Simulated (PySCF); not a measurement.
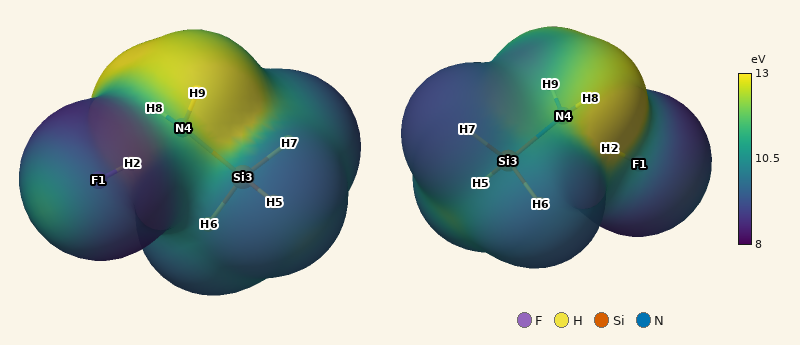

*FH6NSi, SMILES `F.[SiH3]N`. Average local ionisation energy on the surface of electron density 0.001 a.u. (back view left, front view right).*

Method: BP86/cc-pVTZ; geometry: GFN2-xTB; program: PySCF. The pair's geometry is semi-empirical, so its contact may be too short or too long.

The calculation's input:

```python
import numpy as np
from pyscf import gto, scf, dft
from pyscf.scf import atom_ks, atom_hf
from scipy.linalg import block_diag

def solve(mol, dm0=None, hcore=None):
    mf = (dft.UKS if mol.spin else dft.RKS)(mol, xc='bp86')
    mf.grids.level = 3
    mf = mf.density_fit(auxbasis='def2-universal-jkfit')
    mf.conv_tol, mf.max_cycle = 1e-8, 80
    if hcore is not None:
        mf.get_hcore = lambda *args: hcore
    mf.kernel(dm0)
    if not mf.converged:
        mf = mf.newton().run(mf.mo_coeff, mf.mo_occ, max_cycle=30)
    assert mf.converged, 'SCF not converged'
    return mf

mol = gto.M(atom='''
F      2.37394    -0.33227     0.00065
H      1.47240     0.03225     0.00043
Si    -1.33340    -0.26634     0.00063
N      0.06405     0.79225     0.00041
H     -1.17751    -1.04624    -1.22647
H     -1.18808    -1.03469     1.22642
H     -2.60304     0.46824    -0.00678
H      0.17152     1.38076     0.81219
H      0.17856     1.37306    -0.82331
''', basis='cc-pvtz', charge=0, spin=0, verbose=4)
mf = solve(mol)
mf.analyze()
# spherically averaged free atoms, for the promolecule
atm = atom_ks.get_atm_nrks(mol, xc='bp86')
pro = block_diag(*[(atm[a[0]][2] * atm[a[0]][3]) @ atm[a[0]][2].T for a in mol._atom])
np.savez('result.npz', e=mf.e_tot, c=mf.mo_coeff, occ=mf.mo_occ, eps=mf.mo_energy, pro=pro, dip=mf.dip_moment(verbose=0), s2=mf.spin_square()[0])
```

Run with:

```sh
OMP_NUM_THREADS=1 python input.py
```

The run took 21 s on 1 thread of Arm Neoverse V1 (shared host), peak memory 0.59 GiB.

Partitions, critical points and surface values were worked out afterwards from this run's density.

Where are the most loosely bound electrons on this surface?

The lowest value is 8.6 eV, 1.7 Å from F1. Further minima include 8.6 eV, 1.7 Å from F1, and at like points elsewhere; 9.1 eV, 1.5 Å from H7. For comparison, the highest occupied orbital lies at −7.2 eV.
